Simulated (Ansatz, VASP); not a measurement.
# Cross-check of Ge between VASP and Ansatz

Aim: how closely do two programs agree when they are given the same cell, functional and k mesh? The cell comes out of the VASP series on this material, whose earlier steps may have relaxed, scaled or displaced it; both programs get it as it stands.

Method: plane waves, with VASP 6.6.1 beside it; single point at r2SCAN, spin-orbit coupling, in Ansatz 0.2.0.

### 1. Set-up

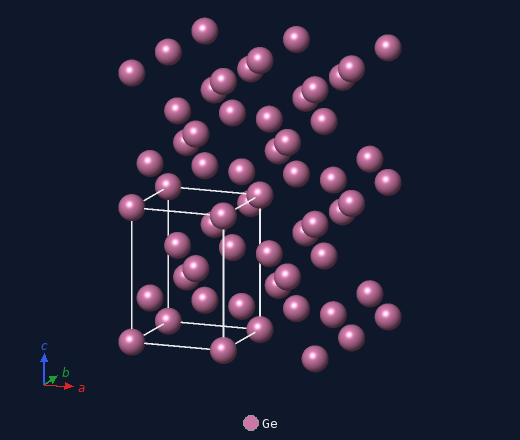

Start, viewed from a free direction; germanium pink. 2×2×2 cells are drawn. This picture shows the conventional cell, with its axes. Some periodic images of atoms are drawn too.

As a file:

```cif
data_structure
_symmetry_space_group_name_H-M 'I4_1/amd:1'
_symmetry_Int_Tables_number 141
_cell_length_a 4.0275
_cell_length_b 4.0275
_cell_length_c 5.6427
_cell_angle_alpha 90.000
_cell_angle_beta 90.000
_cell_angle_gamma 90.000
_cell_volume 91.53
loop_
_atom_site_label
_atom_site_type_symbol
_atom_site_symmetry_multiplicity
_atom_site_Wyckoff_symbol
_atom_site_fract_x
_atom_site_fract_y
_atom_site_fract_z
_atom_site_occupancy
Ge1 Ge 4 a 0.00000 0.00000 0.00000 1
```

### 2. VASP: single point, r2SCAN, spin-orbit coupling

With cell and atoms fixed, the geometry can't cause a difference; cores, projectors, grids and the points listed under the comparison can.

Lines of VASP's logs that name or quote its potential files are left out, and so is its time.

INCAR reads:

```
SYSTEM = Ge
PREC = Accurate
ENCUT = 470
EDIFF = 1E-06
NELM = 100
ISMEAR = 0
SIGMA = 0.02
LREAL = .FALSE.
ALGO = Normal
METAGGA = R2SCAN
LASPH = .TRUE.
LNONCOLLINEAR = .TRUE.
MAGMOM = 0 0 0 0 0 0
NBANDS = 38
GGA_COMPAT = .FALSE.
LSORBIT = .TRUE.
LWAVE = .FALSE.
LCHARG = .FALSE.
KPAR = 2
```

POSCAR reads:

```
Ge
1.0
    0.0000000000      2.8478537640      2.8213462510
    2.8478537640      0.0000000000      2.8213462510
    2.8478537640      2.8478537640      0.0000000000
Ge
2
Direct
    0.0000000000      0.0000000000      0.0000000000
    0.2500000000      0.2500000000      0.2500000000
```

KPOINTS reads:

```
Automatic mesh
0
Gamma
7 7 7
0 0 0
```

KPOINTS_OPT reads:

```
Line mode
6
Line-mode
Reciprocal
  0.00000000   0.00000000   0.00000000
  0.02245156   0.02245156  -0.00000000

  0.00000000   0.00000000   0.00000000
  0.00000000  -0.02266250  -0.02266250

  0.31000000   0.31000000   0.00000000
  0.50000000   0.50000000   0.00000000

  0.00000000   0.31000000   0.31000000
  0.00000000   0.50000000   0.50000000

  0.45000000   0.45000000   0.45000000
  0.50000000   0.50000000   0.50000000

  0.45000000   0.00000000   0.00000000
  0.50000000   0.00000000   0.00000000

  0.42500000   0.42500000   0.00000000
  0.42500000   0.44766250   0.02266250

  0.50000000   0.50000000   0.50000000
  0.48397519   0.51602481   0.50000000
```

Potentials, in the order of the species: Ge_d (PBE family, release 64).

The run is started by

```
mpirun -np 2 vasp_ncl
```

Numbers of over 12 decimals in the logs are rounded to 6 here.

The program printed:

```text
[banner, memory and clock lines left out]
running    2 mpi-ranks, on    1 nodes
 distrk:  each k-point on    1 cores,    2 groups
 distr:  one band on    1 cores,    1 groups

 POSCAR found type information on POSCAR Ge
 POSCAR found :  1 types and       2 ions
|                                                                             |
|               ----> ADVICE to this user running VASP <----                  |
|                                                                             |
|     You enforced a specific xc type in the INCAR file but a different       |
|     [... a line on the potential file left out ...]
|     I HOPE YOU KNOW WHAT YOU ARE DOING!                                     |
|                                                                             |

 LDA part: xc-table for (None), standard interpolation
 POSCAR, INCAR and KPOINTS ok, starting setup
 FFT: planning ... GRIDC
 FFT: planning ... GRID_SOFT
 FFT: planning ... GRID
 WAVECAR not read
 entering main loop
       N       E                     dE             d eps       ncg     rms          rms(c)
DAV:   1     0.237846497072E+03    0.23785E+03   -0.13408E+04  3678   0.393E+03
DAV:   2     0.155228553180E+02   -0.22232E+03   -0.21443E+03  3040   0.843E+02
DAV:   3    -0.279100727501E+02   -0.43433E+02   -0.42939E+02  3348   0.204E+02
DAV:   4    -0.303852218367E+02   -0.24751E+01   -0.24696E+01  3584   0.575E+01
DAV:   5    -0.304368704208E+02   -0.51649E-01   -0.51644E-01  3362   0.922E+00    0.334E+00
DAV:   6    -0.277577138784E+02    0.26792E+01   -0.31972E-01  3542   0.101E+01    0.194E+00
DAV:   7    -0.277405435861E+02    0.17170E-01   -0.98203E-02  3640   0.451E+00    0.355E-01
DAV:   8    -0.277402095672E+02    0.33402E-03   -0.68411E-03  3858   0.136E+00    0.135E-01
DAV:   9    -0.277399147822E+02    0.29478E-03   -0.11916E-03  3672   0.637E-01    0.855E-02
DAV:  10    -0.277401578333E+02   -0.24305E-03   -0.24420E-03  3682   0.102E+00    0.421E-02
DAV:  11    -0.277400336384E+02    0.12419E-03   -0.28304E-04  3710   0.345E-01    0.173E-02
DAV:  12    -0.277400099446E+02    0.23694E-04   -0.13119E-04  4298   0.228E-01    0.541E-03
DAV:  13    -0.277400114343E+02   -0.14897E-05   -0.94864E-06  3200   0.486E-02    0.318E-03
DAV:  14    -0.277400148890E+02   -0.34547E-05   -0.26710E-06  2754   0.332E-02    0.294E-03
DAV:  15    -0.277400155129E+02   -0.62395E-06   -0.22014E-06  3096   0.335E-02
   1 F= -.27740016E+02 E0= -.27740016E+02  d E =-.249880E-12  mag=     0.0000    -0.0000    -0.0000
 Start KPOINTS_OPT (optional k-point list driver)
k-point batch [1-40\48]
       N       E                     dE             ncg
DAV:   1    -0.599094720003E+04   -0.28037E+05     3712
DAV:   2    -0.147964651299E+05   -0.88055E+04     3056
DAV:   3    -0.165251791937E+05   -0.17287E+04     3382
DAV:   4    -0.166225619105E+05   -0.97383E+02     3468
DAV:   5    -0.166245350147E+05   -0.19731E+01     3358
DAV:   6    -0.166245925374E+05   -0.57523E-01     3656
DAV:   7    -0.166245946568E+05   -0.21194E-02     3536
DAV:   8    -0.166245947587E+05   -0.10187E-03     3592
DAV:   9    -0.166245947631E+05   -0.44930E-05     2616
DAV:  10    -0.166245947634E+05   -0.26434E-06     1964
k-point batch [41-48\48]
       N       E                     dE             ncg
DAV:   1     0.211743040471E+05   -0.74742E+04      724
DAV:   2     0.194163941093E+05   -0.17579E+04      616
DAV:   3     0.190765273401E+05   -0.33987E+03      650
DAV:   4     0.190579286959E+05   -0.18599E+02      704
DAV:   5     0.190575436927E+05   -0.38500E+00      704
DAV:   6     0.190575324817E+05   -0.11211E-01      714
DAV:   7     0.190575319748E+05   -0.50690E-03      784
DAV:   8     0.190575319535E+05   -0.21270E-04      714
DAV:   9     0.190575319523E+05   -0.11787E-05      568
DAV:  10     0.190575319522E+05   -0.75459E-07      456
```

From OUTCAR (step 2):

```text
ion  position               nearest neighbor table
   1  0.000  0.000  0.000-   2 2.46   2 2.46   2 2.46   2 2.46
   2  0.250  0.250  0.250-   1 2.46   1 2.46   1 2.46   1 2.46

  LATTYP: Found a body centered tetragonal cell.
 ALAT       =     4.0274734167
 C/A-ratio  =     1.4010502164

 Subroutine GETGRP returns: Found 16 space group operations
 (whereof  8 operations were pure point group operations)

The static configuration has the point symmetry D_2d.
 The point group associated with its full space group is D_4h.

 Found     40 irreducible k-points:

   k-points           NKPTS =     40   k-points in BZ     NKDIM =     40   number of bands    NBANDS=     38

   dimension x,y,z NGX =    28 NGY =   28 NGZ =   28
   dimension x,y,z NGXF=    56 NGYF=   56 NGZF=   56

   ENCUT  =  470.0 eV  34.54 Ry    5.88 a.u.   7.09  7.09  7.12*2*pi/ulx,y,z

   NELECT =      28.0000    total number of electrons

 k-points in reciprocal lattice and weights: Automatic mesh
   0.00000000  0.00000000  0.00000000       0.003
   0.14285714 -0.00000000  0.00000000       0.023
   0.28571429 -0.00000000  0.00000000       0.023
   0.42857143 -0.00000000  0.00000000       0.023
   0.14285714  0.14285714  0.00000000       0.006
   0.28571429  0.14285714  0.00000000       0.023
   0.42857143  0.14285714  0.00000000       0.023
  -0.42857143  0.14285714  0.00000000       0.023
  -0.28571429  0.14285714  0.00000000       0.023
[...]
-0.42857143  0.14285714  0.42857143       0.023
  -0.28571429  0.14285714  0.42857143       0.023

 average (electrostatic) potential at core
       1 -79.5369       2 -79.5369

 E-fermi :   4.9135

 k-point     1 :       0.0000    0.0000    0.0000
  band No.  band energies     occupation
    ...
     24       4.5034      1.00000
     25       4.7696      1.00000
     26       4.7696      1.00000
     27       4.8236      1.00000
     28       4.8236      1.00000
     29       5.0006      0.00000
     30       5.0006      0.00000
     31       7.2656      0.00000
     32       7.2656      0.00000
     33       7.4638      0.00000
    ...

 k-point     2 :       0.1429   -0.0000    0.0000
  band No.  band energies     occupation
    ...
     24       1.9750      1.00000
     25       4.1715      1.00000
     26       4.1715      1.00000
     27       4.3656      1.00000
     28       4.3656      1.00000
     29       5.9286      0.00000
     30       5.9286      0.00000
     31       7.9124      0.00000
     32       7.9124      0.00000
     33       8.0566      0.00000
    ...

 k-point     3 :       0.2857   -0.0000    0.0000
  band No.  band energies     occupation
    ...
     24      -0.7634      1.00000
     25       3.5411      1.00000
     26       3.5411      1.00000
     27       3.7371      1.00000
     28       3.7371      1.00000
     29       5.4720      0.00000
     30       5.4720      0.00000
     31       8.5811      0.00000
     32       8.5811      0.00000
     33       8.7084      0.00000
    ...

  Total       -0.1492902     -0.1492902      0.0630289      0.0000000     -0.0000000      0.0000000
  in kB       -5.2266090     -5.2266090      2.2066234      0.0000000     -0.0000000      0.0000000
  external PRESSURE =      -2.7488649 kB  Pullay stress =       0.0000000 kB

  energy-cutoff  :      470.00
  volume of cell :       45.76
      direct lattice vectors                 reciprocal lattice vectors
     0.000000000  2.847853764  2.821346251    -0.175570813  0.175570813  0.177220361
     2.847853764  0.000000000  2.821346251     0.175570813 -0.175570813  0.177220361
     2.847853764  2.847853764  0.000000000     0.175570813  0.175570813 -0.177220361

 POSITION                                       TOTAL-FORCE (eV/Angst)
 -----------------------------------------------------------------------------------
      0.00000      0.00000      0.00000        -0.000000     -0.000000     -0.000000
      1.42393      1.42393      1.41067         0.000000      0.000000      0.000000
 -----------------------------------------------------------------------------------
    total drift:                                0.000000      0.000000      0.000000

  FREE ENERGIE OF THE ION-ELECTRON SYSTEM (eV)
  ---------------------------------------------------
  free  energy   TOTEN  =       -27.7400155129 eV

  energy  without entropy=      -27.7400155129  energy(sigma->0) =      -27.74001551

 Spin-Orbit-Coupling matrix elements
 Ion:    1  E_soc:     -0.0172684
 Ion:    2  E_soc:     -0.0172684

[... 3 further parts left out ...]
```

The run ends at a pressure of -0.27 GPa.

### 3. Ansatz: single point, r2SCAN, spin-orbit coupling

Ansatz runs on its fully relativistic PAW (standard-fr) files.

The same cell, functional, mesh and smearing now go to Ansatz, which takes its cutoff from its data sets.

input.yaml reads:

```yaml
crystal:
  lattice:
    - [0.0, 2.847853764, 2.821346251]
    - [2.847853764, 0.0, 2.821346251]
    - [2.847853764, 2.847853764, 0.0]
  atoms:
    - { symbol: Ge, position: [0.0, 0.0, 0.0] }
    - { symbol: Ge, position: [0.25, 0.25, 0.25] }
hamiltonian:
  xc: r2scan
  pseudopotentials: { kind: paw_fr }
magnetization:
  noncollinear: true
  spin_orbit: true
kpoints:
  mp_grid: { grid: [7, 7, 7] }
scf:
  occupations: { method: gaussian, width: 0.02 }
  n_extra_bands: 8
output:
  forces: true
  stress: true
  eigenvalues: true
```

The run is started by

```
ansatz run input.yaml --threads 2 --pin off --max-ram 4608MiB --backend cpu --events-out ev --progress --plain --runs-dir out
```

The program printed:

```text
scf.n_extra_bands = 8 over 28 filled bands (N_el = 28.0): the run solves 36 bands
Engine: ansatz 0.2.0, aarch64-unknown-linux-gnu
Pseudopotentials: kind: paw_fr
Pseudopotential: Ge, paw_fr, valence charge 14, recommended cutoff 500 eV (meta_gga), Ge.paw.azcp#standard-fr
Functional definition: r2SCAN
  parameter k0 = 0.174
  parameter k1 = 0.065
  parameter a1 = 4.9479
  exchange = r2scan_x(k0 = k0, k1 = k1, a1 = a1)
  correlation = r2scan_c
non-collinear run that drives no moment, with spin-orbit: no starting moment large enough to seed its density (crystal.atoms[].spin), no starting occupations that ask for one, no magnetisation constraint and no magnetic field, so the semilocal B_xc is pinned to zero
Crystal: 2 atoms, lattice volume = 45.764 Å³
Basis set: ecut = 500 eV, 1179 PW (Γ), exchange–correlation on 120×120×120 points (64 copies of the dense FFT grid, shifted against one another)
Bands: 36, of which v1, the nominal top of the filled ones, is band 28 counted from 1 (27 counted from 0)
Symmetry: 16 space group operations + 16 with time reversal
Magnetic group: BNS 141.552 (UNI 1212), of the structure as read, at distance tolerance 3.6e-5 Å
k-points: 40 of 343
Projection manifold: j_resolved (fully-relativistic pseudo-atomic orbitals)
Non-local potential: Ge, projectors of the file, l = 0: 2, l = 1: 4, l = 2: 6, l = 3: 2
PAW form: soft (Blöchl's): semilocal exchange-correlation on the pseudo side does not see the compensation charge
PAW frozen core: Ge, regenerated for the run's functional (the file was generated under x = pbe(κ = 0.804, μ = 0.219515), c = pbe(β = 0.066725))
PAW one-centre angular grid: Ge, 590 points (default); XC on 269 of its mesh's 2687 points in the sphere
Initial density: superposition of atomic densities (chi_scale 0.1, normalization cell)
Initial wavefunctions: pseudopotential atomic-orbital guess
Functional: x = r2scan, c = r2scan; τ floored in thin density (d = 2e-4 eV/Å³)
iter 1 solved again at ethr=1.67e-3 eV; its pass at ethr=3.10e-3 eV (dr2=4.68e-1 eV) is discarded
SCF iter   1: F=—  HF=-8600.269374 eV  |F-HF|=—  |Δ(HF+E_count)|=         —  Δρ=3.61e-2  dr2=4.73e-1  dr2_τ=1.30e-3  dr2_m=0.00e0 (ungated)  ethr=1.67e-3  |M|=0.00e0 ∫|m|=0.00e0 μB  |m|>n=0.0e0 m-floor=0.0e0 τ_xc=0.0e0  β_m=0.30  ⟨swp⟩=1.1  Hψ=4335  notcnv=0
preconditioner: auto → none  [insulator: Δε(μ)=0.026 eV  Ē_g=24.295 eV  σ=0.020 eV  W_gap=0.65  n_scr=14 (ndim 8)  ℏωp=29.0 eV  f_vac=0.000  D(μ)=0.21/eV (n_scr^D=0)  ε∞_Penn≈2.4]
SCF iter   2: F=—  HF=-8600.289951 eV  |F-HF|=—  |Δ(HF+E_count)|=   2.06e-2  Δρ=2.54e-2  dr2=2.13e-1  dr2_τ=3.42e-4  dr2_m=0.00e0 (ungated)  ethr=1.67e-3  |M|=0.00e0 ∫|m|=0.00e0 μB  |m|>n=0.0e0 m-floor=0.0e0 τ_xc=0.0e0  β_m=0.61  ⟨swp⟩=2.0  Hψ=879  notcnv=0
SCF iter   3: F=—  HF=-8600.332067 eV  |F-HF|=—  |Δ(HF+E_count)|=   4.21e-2  Δρ=2.59e-3  dr2=1.55e-3  dr2_τ=1.08e-5  dr2_m=0.00e0 (ungated)  ethr=7.62e-4  |M|=0.00e0 ∫|m|=0.00e0 μB  |m|>n=0.0e0 m-floor=0.0e0 τ_xc=0.0e0  β_m=0.57  ⟨swp⟩=2.2  Hψ=898  notcnv=0
SCF iter   4: F=—  HF=-8600.331686 eV  |F-HF|=—  |Δ(HF+E_count)|=   3.81e-4  Δρ=4.78e-4  dr2=3.98e-5  dr2_τ=3.00e-7  dr2_m=0.00e0 (ungated)  ethr=5.54e-6  |M|=0.00e0 ∫|m|=0.00e0 μB  |m|>n=0.0e0 m-floor=0.0e0 τ_xc=0.0e0  β_m=0.59  ⟨swp⟩=2.0  Hψ=1440  notcnv=0
SCF iter   5: F=—  HF=-8600.331721 eV  |F-HF|=—  |Δ(HF+E_count)|=   3.50e-5  Δρ=1.75e-4  dr2=5.02e-6  dr2_τ=3.47e-8  dr2_m=0.00e0 (ungated)  ethr=1.42e-7  |M|=0.00e0 ∫|m|=0.00e0 μB  |m|>n=0.0e0 m-floor=0.0e0 τ_xc=0.0e0  β_m=0.78  ⟨swp⟩=3.0  Hψ=1280  notcnv=0
SCF iter   6: F=-8600.331726 eV  HF=-8600.331726 eV  |F-HF|=2.53e-9  |Δ(HF+E_count)|=   4.72e-6  Δρ=4.54e-6  dr2=9.07e-9  dr2_τ=4.21e-11  dr2_m=0.00e0 (ungated)  ethr=3.57e-10  |M|=0.00e0 ∫|m|=0.00e0 μB  |m|>n=0.0e0 m-floor=0.0e0 τ_xc=0.0e0  ⟨swp⟩=3.9  Hψ=3169  notcnv=0
SCF 1 converged in 6 iterations: F = -8600.331726 eV  dr2 = 9.07e-9
  greatest PAW one-centre occupation: 0.997 electrons in one spin orbital (limit 2), on the Ge atom at site 1 (counted from 0), in its partial waves of l = 2
SCF converged after 6 iterations
Magnetization: |M| = 0.0000 μB,  M = (+0.0000, +0.0000, +0.0000) μB
Absolute magnetization: 0.0000 μB (∫|m|)
  site 0: m = (+0.0000, +0.0000, +0.0000) μB, |m| = 0.0000 μB  (R = 1.01 Å)
  site 1: m = (+0.0000, +0.0000, +0.0000) μB, |m| = 0.0000 μB  (R = 1.01 Å)
Free energy (F): -8600.331726 eV
Harris-Foulkes:  -8600.331726 eV  (|F-HF|=2.53e-9)
Internal energy: -8600.331726 eV  (E = F + TS)
E sigma→0 (E₀):  -8600.331726 eV
Fermi energy:    8.472452 eV
--- Per-component energies (eV) ---
  E_band       = -320.981254
  E_kinetic    = 221.980483
  E_local      = -4959.518472  (includes V_loc(G=0)·N_el)
  E_nonlocal   = 840.392298
  E_hartree    = 2178.055110
  E_xc         = -138.155824
  E_vxc        = -135.739766  (∫ρ·V_xc dr)
  E_paw        = -4063.314833  (= ΣΔE_a)
  E_vpaw       = -651.822327  (= ΣTr[D̂ρ^β])
  E_aug_tail   = 0.000036  (compensation charges beyond the density's cutoff)
  E_vtau       = 7.622381  (kinetic-family band-sum trace: ∫τ·v_τ [+ j·A + Jᵃ·Aᵃ] dr)
  E_ewald      = -2677.629323
  E_core_change = -2.141200  (= ΣΔE_core)
  E_smearing   = -0.000000  (= −TS)
  E_closure    = 0.000000  (closes the sum)
  Σ components = -8600.331726   (vs F -8600.331726, Δ=0.00e0)
--- Forces (eV/Å), atoms counted from 1 ---
  atom   1  Ge    -0.00000000    -0.00000000     0.00000000
  atom   2  Ge    -0.00000000    -0.00000000     0.00000000
  max |Σ_I F_I| component: 9.71e-17 eV/Å
--- Stress (GPa, compression-positive) ---
       -0.475073       0.000000       0.000000
        0.000000      -0.475073       0.000000
        0.000000       0.000000       0.295647
  P = ⅓ Tr σ = -0.2182 GPa (-2.182 kbar)
--- Band table (eV; the first three rows and the last of 40) ---
  k-point 0: bands = [... 24 lower, 8.3086, 8.3086, 8.3627, 8.3627, 8.5822, 8.5822, 10.8179, 10.8179, ... 4 higher]
  k-point 1: bands = [... 24 lower, 7.7121, 7.7121, 7.9059, 7.9059, 9.4947, 9.4947, 11.4637, 11.4637, ... 4 higher]
  k-point 2: bands = [... 24 lower, 7.0823, 7.0823, 7.2782, 7.2782, 9.0355, 9.0355, 12.1310, 12.1310, ... 4 higher]
  k-point 39: bands = [... 24 lower, 4.3390, 4.3390, 5.1599, 5.1599, 9.3210, 9.3210, 10.5457, 10.5457, ... 4 higher]
```

Run time: 18 s. Hardware: 2 threads of Arm Neoverse N1, shared host; peak memory 0.58 GiB.

Reading the cycles: dr2 is the Hartree energy of the density residual (eV), the measure of convergence; HF is the Harris–Foulkes estimate of the energy, which meets the free energy F at convergence.

The run ends at a pressure of -0.22 GPa.

### 4. Side by side

Known differences besides the PAW data sets themselves: spin-orbit coupling enters by fully relativistic files in Ansatz and inside the spheres in VASP; VASP keeps PBE cores, Ansatz makes them for the functional; the cutoff is 500 eV in Ansatz and 470 eV in VASP. Total energies have different zeros and are not compared.

The two programs side by side:

```csv
quantity,Ansatz,VASP,difference
pressure (GPa),-0.22,-0.27,+0.06
gap on the k mesh (eV),0.219,0.177,+0.042
```

Ansatz's pressure holds a Pulay correction of 0.05 GPa; VASP's holds none.

### 5. Summary of results

| Property | Result |
| --- | --- |
| difference in gap on the k mesh (single point, r2SCAN, spin-orbit coupling) | 0.042 eV |

What this shows: The difference in gap on the k mesh is 0.042 eV (single point, r2SCAN, spin-orbit coupling), within the 0.08 eV picked in this series as the mark of a large difference. 2 further runs on this material are not shown. Differences of this kind measure data sets and numerical settings, not the functional's error against experiment.

[Lines on the potential files, build, host, timing and source positions are cut from VASP's logs without a mark.]

[Logs are printed without paths, hosts, clocks, repeated set-up lines and the standing remarks that a program may print on its own settings, such as how far it seeks lower states.]

[Hosts, paths, dates, database ids (printed as entryN), source tags and the programs' standing remarks are cut or masked in the printed files.]
